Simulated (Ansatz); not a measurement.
## Electronic structure of C$_{2}$H$_{10}$InOP (SMILES [CH3][In-]([CH3])([OH])[PH3+]) in real space

Input

```
crystal:
  periodic: [false, false, false]
  atoms:
    - {symbol: C, position_ang: [-2.062457, 0.207046, 1.172269]}
    - {symbol: In, position_ang: [-0.178802, -0.510642, 0.436990]}
    - {symbol: C, position_ang: [1.744799, -0.891392, 1.327700]}
    - {symbol: O, position_ang: [-0.448712, -1.442868, -1.361323]}
    - {symbol: P, position_ang: [0.352342, 1.428594, -1.589883]}
    - {symbol: H, position_ang: [-2.445003, -0.451068, 1.954391]}
    - {symbol: H, position_ang: [-1.964790, 1.211252, 1.587763]}
    - {symbol: H, position_ang: [-2.779748, 0.226166, 0.350957]}
    - {symbol: H, position_ang: [2.073376, -0.037025, 1.921689]}
    - {symbol: H, position_ang: [1.690598, -1.762152, 1.984099]}
    - {symbol: H, position_ang: [2.486484, -1.087731, 0.551995]}
    - {symbol: H, position_ang: [0.267745, -2.037747, -1.590886]}
    - {symbol: H, position_ang: [0.652791, 2.803656, -1.766068]}
    - {symbol: H, position_ang: [1.329642, 0.925881, -2.472988]}
    - {symbol: H, position_ang: [-0.739763, 1.367131, -2.477403]}
basis:
  gaussian: {orbitals: def2-TZVPP}
hamiltonian: {xc: pbe0, dispersion: d4}
output: {orbitals: {seedname: orbitals}}
```

Launched as:

```sh
ansatz run in.yaml --threads 4 --pin off --events-out ev --progress --plain --max-ram 11315MiB
```

Geometry: PBE0-D4/def2-TZVP; core potentials replace the inner electrons of In.

Computed with RKS PBE0-D4/def2-TZVPP in Ansatz.

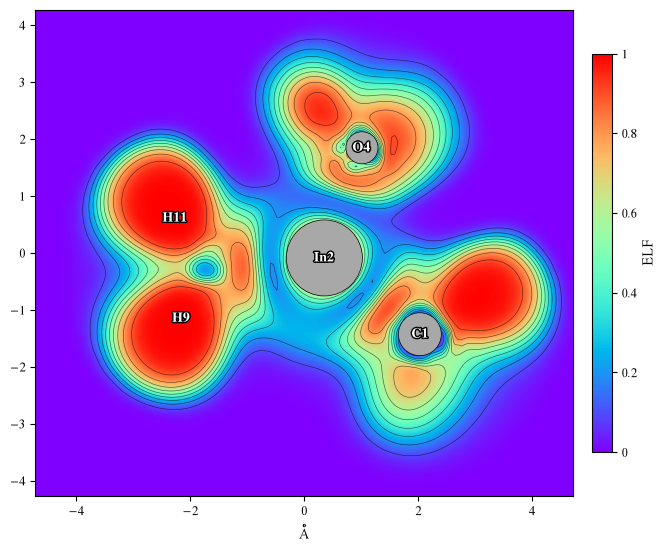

Figure 1. Electron localisation function on the plane of atoms C1, In2 and O4. Grey discs cover the atomic cores.

Question: Describe what can be read from this map.

Answer: The section cuts through C, In, O and H sites. In–O (2.04 Å): the ELF peaks at about 0.85 in the valence shell of O, 0.6 Å from its nucleus, and drops to about 0.15 between the two atoms. C–In (2.15 Å): the ELF peaks at about 0.90 in the valence shell of C, 0.7 Å from its nucleus, and drops to about 0.20 between the two atoms. The ELF also peaks beside O4, away from the bonds: lone-pair regions.

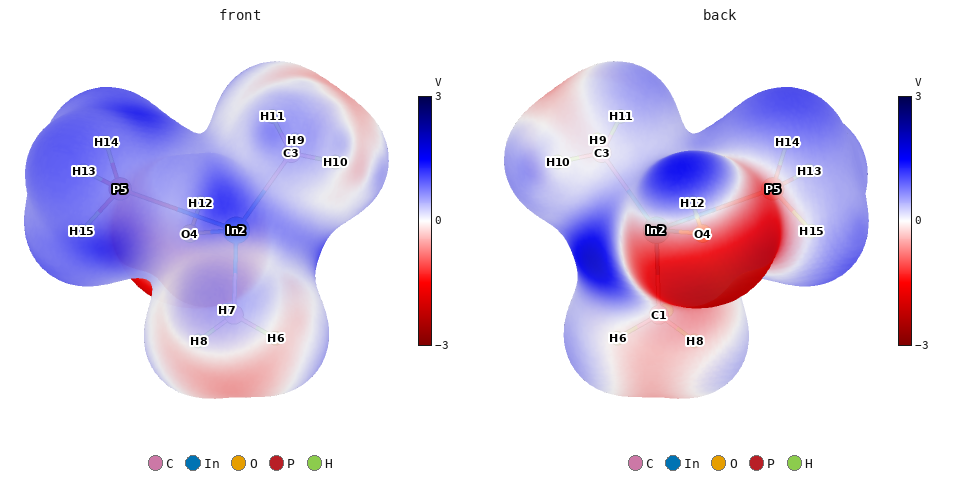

Figure 2. The electrostatic potential painted on the density surface at 0.002 e/bohr³, seen from the front and from behind; red is negative and blue positive.

Question: Where is the surface potential most negative and most positive?

Answer: The most negative region (about −2.2 V) lies over O4, the most positive (about +1.7 V) over In2. O4 is the likeliest acceptor of a hydrogen bond.

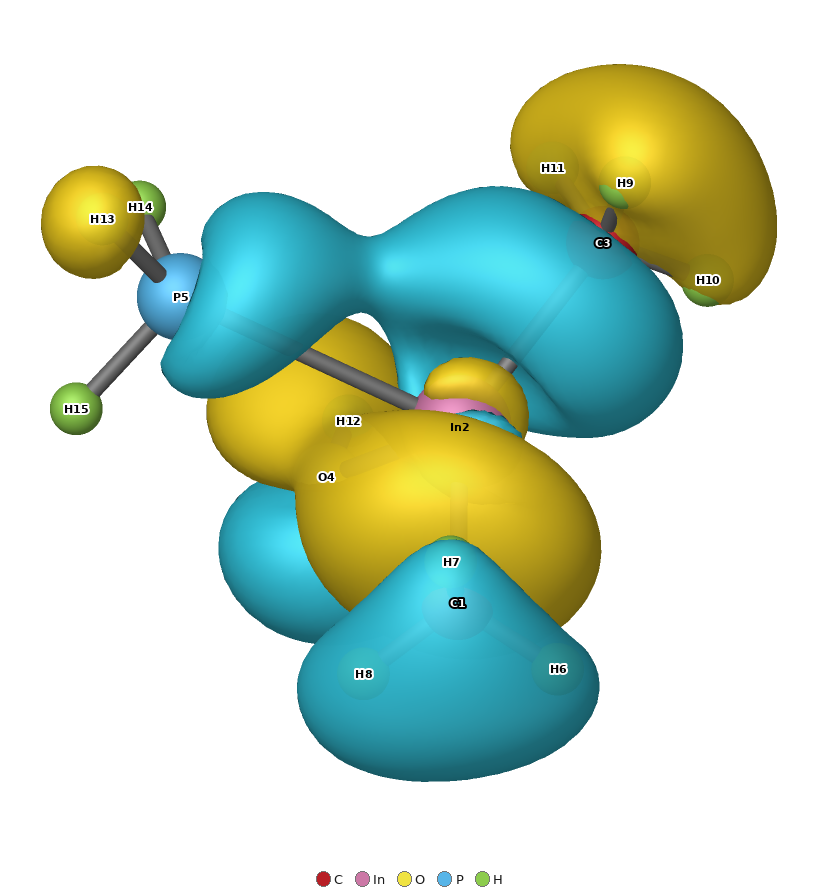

Figure 3. The HOMO at ±0.06 Å⁻³ᐟ² (yellow and cyan are the two phases), seen at a tilt.

Question: What is the character of this orbital?

Answer: It lies mainly on O4 (about 25 %), C3 (about 20 %), C1 (about 20 %) and In2 (about 15 %). Its energy is −7.03 eV.

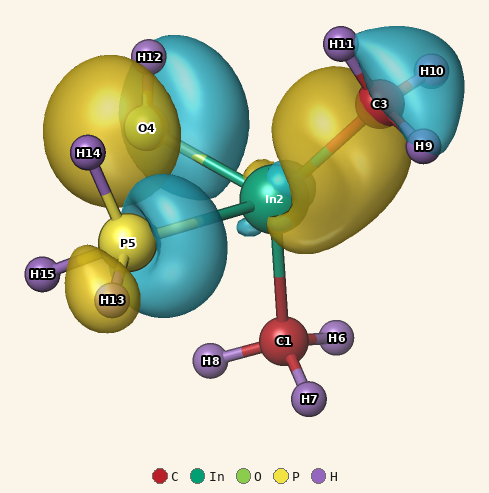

Figure 4. The HOMO−1 at ±0.1 Å⁻³ᐟ² (yellow and cyan are the two phases), seen at an oblique angle.

Question: Describe this orbital and give its energy.

Answer: By Hirshfeld shares it lies mainly on O4 (about 55 %), C3 (about 15 %), In2 (about 10 %) and P5 (about 10 %). Its energy is −7.29 eV.
